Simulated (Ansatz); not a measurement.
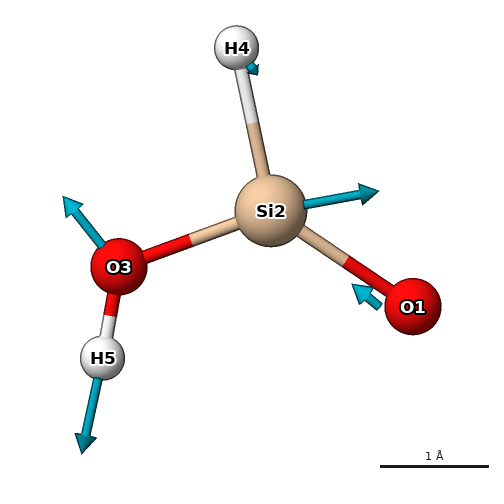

Arrows show the forces on the atoms, 0.1 Å of arrow for 1 eV/Å; forces under a tenth of the largest aren't drawn. Level of theory: RHF-CCSD(T) (frozen core)/def2-TZVPP (Ansatz 0.2.0).

Which bond do the forces act along most?

O3–H5, now 0.862 Å: the forces push its atoms apart, so a first step downhill lengthens it.

List the force components in the frame of the picture (x right, y up, z towards the viewer), in eV/Å.

```
atom     Fx     Fy     Fz
  O1  −2.63   2.18   0.58
 Si2   7.09   1.30  −0.28
  O3  −3.75   4.73   0.31
  H4   0.84  −1.09   0.04
  H5  −1.55  −7.12  −0.66
```
